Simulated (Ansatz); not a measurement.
**CH5InO2Si: a spread of methods and bases**

How do the results and run time of CH5InO2Si respond when the settings are drawn wide?

Computed with Ansatz 0.2.0, Gaussian basis. Level: the settings change from run to run.

### Step 1. The molecule

The geometry comes from an earlier relaxation with PBE0-D4 in a triple-zeta def2 set; it is a stationary point, not always the lowest conformer. In takes a core potential in def2 sets; no spin-orbit term is included.

SMILES `O=[CH][InH][SiH2]O`, 10 atoms, charge 0, spin multiplicity 1.

Atoms are counted from 1 here; the program's logs count them from 0.

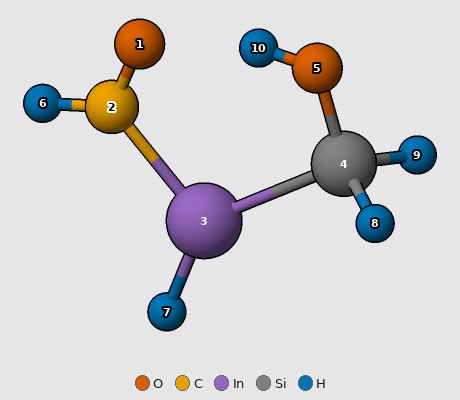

The structure; oxygen orange, carbon amber, indium purple, silicon grey, hydrogen blue; atoms are numbered from 1 in the order of the file.

### Step 2. LC-wPBE/def2-mTZVPP

Set apart from the defaults: the search for lower states set to full.

Contents of in.yaml:

```yaml
crystal:
  periodic: [false, false, false]
  atoms:
    - {symbol: O, position_ang: [-0.553387, 1.949059, 0.734598]}
    - {symbol: C, position_ang: [0.420756, 1.518025, 1.313819]}
    - {symbol: In, position_ang: [1.183130, -0.519828, 0.691530]}
    - {symbol: Si, position_ang: [-0.512143, -1.152645, -1.145170]}
    - {symbol: O, position_ang: [-1.500034, 0.152887, -1.299103]}
    - {symbol: H, position_ang: [0.864064, 2.164278, 2.111204]}
    - {symbol: H, position_ang: [2.576580, -1.162579, 1.477813]}
    - {symbol: H, position_ang: [0.149251, -1.453633, -2.446141]}
    - {symbol: H, position_ang: [-1.289323, -2.368850, -0.769003]}
    - {symbol: H, position_ang: [-1.338903, 0.873276, -0.669557]}
basis:
  gaussian: {orbitals: def2-mTZVPP}
hamiltonian: {xc: {name: LC-wPBE}}
scf: {lower_state_search: full}
output: {forces: true}
```

Run with:

```sh
ansatz run in.yaml --threads 4 --pin off --events-out ev --progress --plain --max-ram 10444MiB
```

Output, shortened:

```text
Functional definition: LC-wPBE
  name "LC-wPBE"
  cite "Vydrov & Scuseria, J. Chem. Phys. 125, 234109 (2006) doi:10.1063/1.2409292"
  cite "Heyd & Scuseria, J. Chem. Phys. 120, 7274 (2004) doi:10.1063/1.1668634"
  cite "Ernzerhof & Perdew, J. Chem. Phys. 109, 3313 (1998) doi:10.1063/1.476928"
  cite "Perdew, Burke & Ernzerhof, Phys. Rev. Lett. 77, 3865 (1996) doi:10.1103/PhysRevLett.77.3865"
  parent pbe
[...]
1384 factors; their error is unknown
557 factors; integrals over basis functions are off by at most 1.7e-5 eV
[...]
mean field -18260.95783713 eV, -671.0778227928 hartree, gradient 3.0e-5 eV, S^2 0.000000; 0 other end points of the search recorded, 0 dependent functions left out
[...]
reference -18260.95783714 eV, -671.0778227932 hartree; 31, 31 occupied and 124, 124 virtual orbitals, 1384 factors
Total energy: -18260.95783714 eV, -671.0778227932 hartree
Atom 0 at    -0.553387     1.949059     0.734598 Å, force    -0.142179     0.075671    -0.074098 eV/Å
Atom 1 at     0.420756     1.518025     1.313819 Å, force     0.368330    -0.293715     0.135032 eV/Å
Atom 2 at     1.183130    -0.519828     0.691530 Å, force    -0.100014     0.178151     0.023495 eV/Å
Atom 3 at    -0.512143    -1.152645    -1.145170 Å, force     0.252939    -0.267186     0.071273 eV/Å
Atom 4 at    -1.500034     0.152887    -1.299103 Å, force    -0.074174     0.068049    -0.025401 eV/Å
Atom 5 at     0.864064     2.164278     2.111204 Å, force    -0.081704    -0.052150    -0.105138 eV/Å
Atom 6 at     2.576580    -1.162579     1.477813 Å, force    -0.202903     0.083185    -0.120575 eV/Å
Atom 7 at     0.149251    -1.453633    -2.446141 Å, force    -0.048165     0.024741     0.095447 eV/Å
Atom 8 at    -1.289323    -2.368850    -0.769003 Å, force     0.053136     0.092353    -0.029221 eV/Å
Atom 9 at    -1.338903     0.873276    -0.669557 Å, force    -0.025266     0.090901     0.029186 eV/Å
Dipole moment:     0.575392    -0.200226     0.395765 e Å
```

Wall time 2.7 s (4 threads of Arm Neoverse V1, shared host); peak memory 0.3 GiB.

Largest force 0.490 eV/Å, dipole 3.49 D.

### Step 3. revPBE/def2-SVP

Set apart from the defaults: charge +1, multiplicity 2, a point charge of 2.00 e beside it, relativity set to none, high accuracy.

in.yaml: that of step 2 with these lines changed.

```diff
@@ -14,5 +14,6 @@
 basis:
-  gaussian: {orbitals: def2-mTZVPP}
-hamiltonian: {xc: {name: LC-wPBE}}
-scf: {lower_state_search: full}
-output: {forces: true}
+  gaussian: {orbitals: def2-SVP, point_charges: [{charge: 2.00, position_ang: [7.312, 0.752, 0.354]}]}
+total_charge: 1
+magnetization: {spin_polarized: true, initial_magnetization: 1}
+hamiltonian: {xc: {name: revPBE}, pseudopotentials: {relativity: none}}
+accuracy: high
```

Launched as before.

Output:

```text
Functional definition: revPBE
  name "revPBE"
  cite "Zhang & Yang, Phys. Rev. Lett. 80, 890 (1998) doi:10.1103/PhysRevLett.80.890"
  cite "Perdew, Burke & Ernzerhof, Phys. Rev. Lett. 77, 3865 (1996) doi:10.1103/PhysRevLett.77.3865"
  parameter kappa = 1.245
  parameter beta = 0.06672455060314922
  exchange = pbe_x(kappa = kappa, mu = beta*pi^2/3)
  correlation = pbe_c(beta = beta)
2602 factors; integrals over basis functions are off by at most 9.6e-9 eV
mean field evaluation 1: about -18222.4687 eV, gradient 6.9e1 eV
mean field evaluation 2: about -17870.3010 eV, gradient 2.2e2 eV
mean field evaluation 4: about -18219.7193 eV, gradient 5.8e1 eV
mean field evaluation 8: about -18243.1401 eV, gradient 6.2e-1 eV
mean field evaluation 16: about -18243.1314 eV, gradient 3.4e-3 eV
mean field evaluation 32: about -18243.1314 eV, gradient 5.1e-8 eV
mean field -18243.13137398 eV, -670.4227123552 hartree, gradient 5.1e-8 eV, S^2 0.753068; 6 other end points of the search recorded, 0 dependent functions left out
reference -18243.13137965 eV, -670.4227125635 hartree; 31, 30 occupied and 80, 81 virtual orbitals, 2602 factors
Total energy: -18243.13137965 eV, -670.4227125635 hartree
```

It took 7.5 s on 4 threads of Arm Neoverse V1, shared host; peak memory 0.46 GiB.

⟨S²⟩ 0.753.

### Step 4. SPW92/def2-SVP

Options: unrestricted orbitals, the search for lower states set to full.

in.yaml: that of step 3 with these lines changed.

```diff
@@ -14,6 +14,6 @@
 basis:
-  gaussian: {orbitals: def2-SVP, point_charges: [{charge: 2.00, position_ang: [7.312, 0.752, 0.354]}]}
-total_charge: 1
-magnetization: {spin_polarized: true, initial_magnetization: 1}
-hamiltonian: {xc: {name: revPBE}, pseudopotentials: {relativity: none}}
-accuracy: high
+  gaussian: {orbitals: def2-SVP}
+magnetization: {spin_polarized: true, initial_magnetization: 0}
+hamiltonian: {xc: {name: SPW92}}
+scf: {lower_state_search: full}
+output: {forces: true}
```

The command is unchanged.

Output, shortened:

```text
Functional definition: SPW92
  name "SPW92"
  cite "Dirac, Proc. Camb. Phil. Soc. 26, 376 (1930) doi:10.1017/S0305004100016108"
  cite "Slater, Phys. Rev. 81, 385 (1951) doi:10.1103/PhysRev.81.385"
  cite "Perdew & Wang, Phys. Rev. B 45, 13244 (1992) doi:10.1103/PhysRevB.45.13244"
[...]
1246 factors; their error is unknown
[...]
mean field -18177.07160698 eV, -667.9950606949 hartree, gradient 5.2e-5 eV, S^2 0.000000; 4 other end points of the search recorded, 0 dependent functions left out
[...]
reference -18177.07165155 eV, -667.9950623326 hartree; 31, 31 occupied and 80, 80 virtual orbitals, 1246 factors
Total energy: -18177.07165155 eV, -667.9950623326 hartree
Atom 0 at    -0.553387     1.949059     0.734598 Å, force    -0.382131    -0.052576    -0.372530 eV/Å
Atom 1 at     0.420756     1.518025     1.313819 Å, force    -0.070079    -0.379657    -0.303353 eV/Å
Atom 2 at     1.183130    -0.519828     0.691530 Å, force    -0.131835     0.008575    -0.105455 eV/Å
Atom 3 at    -0.512143    -1.152645    -1.145170 Å, force     0.285046     0.055318     0.288103 eV/Å
Atom 4 at    -1.500034     0.152887    -1.299103 Å, force    -0.380731    -0.143644    -0.500467 eV/Å
Atom 5 at     0.864064     2.164278     2.111204 Å, force     0.318251     0.282283     0.459493 eV/Å
Atom 6 at     2.576580    -1.162579     1.477813 Å, force     0.093031    -0.056168     0.043652 eV/Å
Atom 7 at     0.149251    -1.453633    -2.446141 Å, force     0.198629    -0.103566    -0.282882 eV/Å
Atom 8 at    -1.289323    -2.368850    -0.769003 Å, force    -0.132481    -0.322384     0.111233 eV/Å
Atom 9 at    -1.338903     0.873276    -0.669557 Å, force     0.202300     0.711819     0.662207 eV/Å
Dipole moment:     0.443571    -0.039880     0.378153 e Å
```

Run time: 2.2 s. Hardware: 4 threads of Arm Neoverse V1, shared host.

Largest force 0.993 eV/Å, dipole 2.81 D, ⟨S²⟩ 0.000.

### Step 5. LC-wPBE/def2-mTZVP

This run has relativity set to scalar.

in.yaml: that of step 4 with these lines changed.

```diff
@@ -14,6 +14,3 @@
 basis:
-  gaussian: {orbitals: def2-SVP}
-magnetization: {spin_polarized: true, initial_magnetization: 0}
-hamiltonian: {xc: {name: SPW92}}
-scf: {lower_state_search: full}
-output: {forces: true}
+  gaussian: {orbitals: def2-mTZVP}
+hamiltonian: {xc: {name: LC-wPBE}, pseudopotentials: {relativity: scalar}}
```

The command is unchanged.

Output, shortened:

```text
Functional definition: LC-wPBE
  name "LC-wPBE"
  cite "Vydrov & Scuseria, J. Chem. Phys. 125, 234109 (2006) doi:10.1063/1.2409292"
  cite "Heyd & Scuseria, J. Chem. Phys. 120, 7274 (2004) doi:10.1063/1.1668634"
  cite "Ernzerhof & Perdew, J. Chem. Phys. 109, 3313 (1998) doi:10.1063/1.476928"
  cite "Perdew, Burke & Ernzerhof, Phys. Rev. Lett. 77, 3865 (1996) doi:10.1103/PhysRevLett.77.3865"
  parent pbe
[...]
1286 factors; their error is unknown
514 factors; integrals over basis functions are off by at most 1.4e-5 eV
[...]
mean field -18278.53902686 eV, -671.7239195983 hartree, gradient 6.8e-5 eV, S^2 0.000000; 0 other end points of the search recorded, 0 dependent functions left out
reference -18278.53902687 eV, -671.7239195986 hartree; 31, 31 occupied and 109, 109 virtual orbitals, 1286 factors
Total energy: -18278.53902687 eV, -671.7239195986 hartree
Relativity: scalar
```

Wall time 2 s (4 threads of Arm Neoverse V1, shared host); peak memory 0.27 GiB.

### Step 6. RPBE/ANO-RCC-VTZP

Options: charge +1, multiplicity 2, a grid of angular degree 11.

in.yaml: that of step 5 with these lines changed.

```diff
@@ -14,3 +14,5 @@
 basis:
-  gaussian: {orbitals: def2-mTZVP}
-hamiltonian: {xc: {name: LC-wPBE}, pseudopotentials: {relativity: scalar}}
+  gaussian: {orbitals: ANO-RCC-VTZP, final_grid: {core_spheres: 5, valence_spheres: 4, degree: 11}}
+total_charge: 1
+magnetization: {spin_polarized: true, initial_magnetization: 1}
+hamiltonian: {xc: {name: RPBE}}
```

Same command.

Output:

```text
Functional definition: RPBE
  name "RPBE"
  cite "Hammer, Hansen & Nørskov, Phys. Rev. B 59, 7413 (1999) doi:10.1103/PhysRevB.59.7413"
  cite "Perdew, Burke & Ernzerhof, Phys. Rev. Lett. 77, 3865 (1996) doi:10.1103/PhysRevLett.77.3865"
  parameter kappa = 0.804
  parameter beta = 0.06672455060314922
  exchange = rpbe_x(kappa = kappa, mu = beta*pi^2/3)
  correlation = pbe_c(beta = beta)
1885 factors; their error is unknown
mean field evaluation 1: about -173102.9447 eV, gradient 8.2e1 eV
mean field evaluation 2: about -172649.5706 eV, gradient 2.4e2 eV
mean field evaluation 4: about -173117.0739 eV, gradient 5.7e1 eV
mean field evaluation 8: about -173130.1961 eV, gradient 2.4e0 eV
mean field evaluation 16: about -173130.1426 eV, gradient 1.2e-2 eV
mean field evaluation 32: about -173129.1326 eV, gradient 1.1e1 eV
mean field -173130.14264286 eV, -6362.4153902995 hartree, gradient 2.1e-5 eV, S^2 0.753610; 2 other end points of the search recorded, 0 dependent functions left out
reference -173130.14272829 eV, -6362.4153934390 hartree; 45, 44 occupied and 217, 218 virtual orbitals, 1885 factors
Total energy: -173130.14272829 eV, -6362.4153934390 hartree
Relativity: scalar
```

Wall time 12 s (4 threads of Arm Neoverse V1, shared host); peak memory 0.73 GiB.

⟨S²⟩ 0.754.

### Step 7. r2SCAN/def2-SVPD

Options: multiplicity 3.

in.yaml: that of step 6 with these lines changed.

```diff
@@ -14,5 +14,5 @@
 basis:
-  gaussian: {orbitals: ANO-RCC-VTZP, final_grid: {core_spheres: 5, valence_spheres: 4, degree: 11}}
-total_charge: 1
-magnetization: {spin_polarized: true, initial_magnetization: 1}
-hamiltonian: {xc: {name: RPBE}}
+  gaussian: {orbitals: def2-SVPD}
+magnetization: {spin_polarized: true, initial_magnetization: 2}
+hamiltonian: {xc: {name: r2SCAN}}
+output: {forces: true}
```

Launched as before.

Output, shortened:

```text
Functional definition: r2SCAN
  name "r2SCAN"
  cite "Furness, Kaplan, Ning, Perdew & Sun, J. Phys. Chem. Lett. 11, 8208 (2020) doi:10.1021/acs.jpclett.0c02405"
  cite "Furness, Kaplan, Ning, Perdew & Sun, J. Phys. Chem. Lett. 11, 9248 (2020) doi:10.1021/acs.jpclett.0c03077"
  parent r2scan
[...]
1440 factors; their error is unknown
[...]
mean field -18254.66382629 eV, -670.8465221607 hartree, gradient 6.3e-5 eV, S^2 2.007046; 1 other end points of the search recorded, 0 dependent functions left out
[...]
reference -18254.66385095 eV, -670.8465230670 hartree; 32, 30 occupied and 130, 132 virtual orbitals, 1440 factors
Total energy: -18254.66385095 eV, -670.8465230670 hartree
Atom 0 at    -0.553387     1.949059     0.734598 Å, force    -1.216881     0.363318    -0.831653 eV/Å
Atom 1 at     0.420756     1.518025     1.313819 Å, force     0.631544    -0.111206     0.477658 eV/Å
Atom 2 at     1.183130    -0.519828     0.691530 Å, force     0.324843    -0.220315     0.139398 eV/Å
Atom 3 at    -0.512143    -1.152645    -1.145170 Å, force     0.389184    -0.495426     0.096027 eV/Å
Atom 4 at    -1.500034     0.152887    -1.299103 Å, force    -0.485166     0.635716    -0.072531 eV/Å
Atom 5 at     0.864064     2.164278     2.111204 Å, force     0.457679    -0.507696     0.076381 eV/Å
Atom 6 at     2.576580    -1.162579     1.477813 Å, force    -0.047928     0.212338     0.096177 eV/Å
Atom 7 at     0.149251    -1.453633    -2.446141 Å, force     0.106009     0.011535    -0.059019 eV/Å
Atom 8 at    -1.289323    -2.368850    -0.769003 Å, force    -0.030941    -0.070339     0.080536 eV/Å
Atom 9 at    -1.338903     0.873276    -0.669557 Å, force    -0.128343     0.182076    -0.002974 eV/Å
Dipole moment:     0.326193    -0.056449     0.269115 e Å
```

Run time: 12 s. Hardware: 4 threads of Arm Neoverse V1, shared host; peak memory 0.34 GiB.

Largest force 1.518 eV/Å, dipole 2.05 D, ⟨S²⟩ 2.007.

### Step 8. HSE06/def2-TZVPP

This run has D4 dispersion, relativity set to scalar.

in.yaml: that of step 7 with these lines changed.

```diff
@@ -14,5 +14,4 @@
 basis:
-  gaussian: {orbitals: def2-SVPD}
-magnetization: {spin_polarized: true, initial_magnetization: 2}
-hamiltonian: {xc: {name: r2SCAN}}
+  gaussian: {orbitals: def2-TZVPP}
+hamiltonian: {xc: {name: HSE06}, dispersion: d4, pseudopotentials: {relativity: scalar}}
 output: {forces: true}
```

The command is unchanged.

Output, shortened:

```text
Functional definition: HSE06
  name "HSE06"
  cite "Heyd, Scuseria & Ernzerhof, J. Chem. Phys. 118, 8207 (2003) doi:10.1063/1.1564060"
  cite "Krukau, Vydrov, Izmaylov & Scuseria, J. Chem. Phys. 125, 224106 (2006) doi:10.1063/1.2404663"
  cite "Heyd & Scuseria, J. Chem. Phys. 120, 7274 (2004) doi:10.1063/1.1668634"
  cite "Ernzerhof & Perdew, J. Chem. Phys. 109, 3313 (1998) doi:10.1063/1.476928"
  cite "Perdew, Burke & Ernzerhof, Phys. Rev. Lett. 77, 3865 (1996) doi:10.1103/PhysRevLett.77.3865"
  parent pbe
[...]
  # The whole range is PBE's own exchange, as in plane waves. The composition of these papers is wPBEh.
[...]
1549 factors; their error is unknown
121 factors; integrals over basis functions are off by at most 4.0e-7 eV
[...]
Relativity: scalar
Atom 0 at    -0.553387     1.949059     0.734598 Å, force     0.001616    -0.000223     0.001829 eV/Å
Atom 1 at     0.420756     1.518025     1.313819 Å, force    -0.001955     0.018132     0.008442 eV/Å
Atom 2 at     1.183130    -0.519828     0.691530 Å, force     0.003013    -0.008508    -0.001195 eV/Å
Atom 3 at    -0.512143    -1.152645    -1.145170 Å, force    -0.007969    -0.006058    -0.010210 eV/Å
Atom 4 at    -1.500034     0.152887    -1.299103 Å, force     0.012824     0.054205     0.049757 eV/Å
Atom 5 at     0.864064     2.164278     2.111204 Å, force    -0.006332    -0.008726    -0.011018 eV/Å
Atom 6 at     2.576580    -1.162579     1.477813 Å, force     0.001259    -0.000852     0.000255 eV/Å
Atom 7 at     0.149251    -1.453633    -2.446141 Å, force    -0.012176     0.005828     0.020564 eV/Å
Atom 8 at    -1.289323    -2.368850    -0.769003 Å, force     0.011468     0.019273    -0.007138 eV/Å
Atom 9 at    -1.338903     0.873276    -0.669557 Å, force    -0.001748    -0.073073    -0.051288 eV/Å
Dipole moment:     0.508163    -0.141146     0.371826 e Å
```

Run time: 6.5 s. Hardware: 4 threads of Arm Neoverse V1, shared host; peak memory 0.85 GiB.

Largest force 0.089 eV/Å, dipole 3.10 D.

### Step 9. RPA/def2-TZVP

in.yaml: that of step 8 with these lines changed.

```diff
@@ -14,4 +14,4 @@
 basis:
-  gaussian: {orbitals: def2-TZVPP}
-hamiltonian: {xc: {name: HSE06}, dispersion: d4, pseudopotentials: {relativity: scalar}}
-output: {forces: true}
+  gaussian: {orbitals: def2-TZVP}
+hamiltonian: {xc: {name: r2SCAN}}
+correlation: {method: rpa}
```

Same command.

Output, shortened:

```text
Functional definition: r2SCAN
  name "r2SCAN"
  cite "Furness, Kaplan, Ning, Perdew & Sun, J. Phys. Chem. Lett. 11, 8208 (2020) doi:10.1021/acs.jpclett.0c02405"
  cite "Furness, Kaplan, Ning, Perdew & Sun, J. Phys. Chem. Lett. 11, 9248 (2020) doi:10.1021/acs.jpclett.0c03077"
  parent r2scan
[...]
1562 factors; integrals over basis functions are off by at most 1.4e-3 eV
[...]
mean field -18264.84955696 eV, -671.2208408585 hartree, gradient 1.6e-6 eV, S^2 0.000000; 0 other end points of the search recorded, 0 dependent functions left out
12 core orbitals not correlated: weight in the atoms' cores, before any rotation towards them, 1.000 or more for the frozen orbitals, at most 0.000 for the correlated occupied ones
reference -18195.82543865 eV, -668.6842512967 hartree; 19, 19 occupied and 179, 179 virtual orbitals, 1562 factors
Total energy: -18237.27795287 eV, -670.2076030971 hartree
```

Run time: 10 s. Hardware: 4 threads of Arm Neoverse V1, shared host; peak memory 0.57 GiB.

### Step 10. MP2/def2-SVPD

This run has charge -1, multiplicity 2, correlated electrons set to outside_noble_gas, high accuracy.

in.yaml: that of step 9 with these lines changed.

```diff
@@ -14,4 +14,7 @@
 basis:
-  gaussian: {orbitals: def2-TZVP}
-hamiltonian: {xc: {name: r2SCAN}}
-correlation: {method: rpa}
+  gaussian: {orbitals: def2-SVPD}
+total_charge: -1
+magnetization: {spin_polarized: true, initial_magnetization: 1}
+hamiltonian: {xc: {name: HF}}
+correlation: {method: mp2, electrons: outside_noble_gas}
+accuracy: high
```

The command is unchanged.

Output, shortened:

```text
Functional definition: HF
  name "HF"
  cite "Fock, Z. Phys. 61, 126 (1930) doi:10.1007/BF01340294"
  parent pbe
[...]
3390 factors; integrals over basis functions are off by at most 3.3e-9 eV
[...]
mean field -18188.80399230 eV, -668.4262179028 hartree, gradient 4.4e-8 eV, S^2 0.781735; 3 other end points of the search recorded, 0 dependent functions left out
17 core orbitals not correlated, not the lowest: weight in the atoms' cores, before any rotation towards them, 0.988 or more for the frozen orbitals, at most 0.007 for the correlated occupied ones
reference -18188.80399230 eV, -668.4262179028 hartree; 15, 14 occupied and 130, 131 virtual orbitals, 3390 factors
second order -18.89055865 eV of doubles, -0.00000000 eV of singles
Total energy: -18207.69455095 eV, -669.1204331289 hartree
```

Wall time 10 s (4 threads of Arm Neoverse V1, shared host); peak memory 1 GiB.

⟨S²⟩ 0.782.

### Step 11. All runs side by side

| level | charge | multiplicity | geometry | functions | energy (eV) | time |
| --- | --- | --- | --- | --- | --- | --- |
| LC-wPBE/def2-mTZVPP | 0 | 1 | relaxed | 155 | -18260.958 | 2.7 s |
| revPBE/def2-SVP | 1 | 2 | relaxed, point charge | 111 | -18243.131 | 7.5 s |
| SPW92/def2-SVP | 0 | 1 | relaxed | 111 | -18177.072 | 2.2 s |
| LC-wPBE/def2-mTZVP | 0 | 1 | relaxed | 140 | -18278.539 | 2 s |
| RPBE/ANO-RCC-VTZP | 1 | 2 | relaxed | 262 | -173130.143 | 12 s |
| r2SCAN/def2-SVPD | 0 | 3 | relaxed | 162 | -18254.664 | 12 s |
| HSE06/def2-TZVPP | 0 | 1 | relaxed | 255 | -18274.926 | 6.5 s |
| RPA/def2-TZVP | 0 | 1 | relaxed | 210 | -18237.278 | 10 s |
| MP2/def2-SVPD | -1 | 2 | relaxed | 162 | -18207.695 | 10 s |

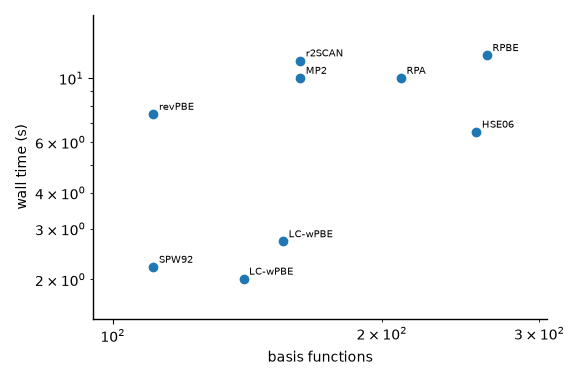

Wall time against the number of basis functions (shared host).

### Step 12. Results

| quantity | value |
| --- | --- |
| runs | 9 |
| quickest | LC-wPBE/def2-mTZVP, 2 s |
| slowest | RPBE/ANO-RCC-VTZP, 12 s |
| spread of total energies, same state and geometry | 101.5 eV |
| dipole, same state and geometry | 2.81 to 3.49 D |

**Reading.** Run time spans a factor of 6, from LC-wPBE/def2-mTZVP to RPBE/ANO-RCC-VTZP. The jobs differ in tasks and options as well as level. Total energies at one charge and spin differ by 101 eV between levels, so only differences within one level mean anything. Some of these runs are scalar-relativistic and others not, which shifts the totals of all-electron atoms past neon by several eV an atom and more; core potentials, where a basis has them, take the core out of the total altogether. At the PBE0-D4/def2-TZVP geometry and in the same state, the sound runs without point charges leave forces up to 0.99 eV/Å (SPW92/def2-SVP). At that geometry and state the dipole changes by 24 % between the lowest and highest value.
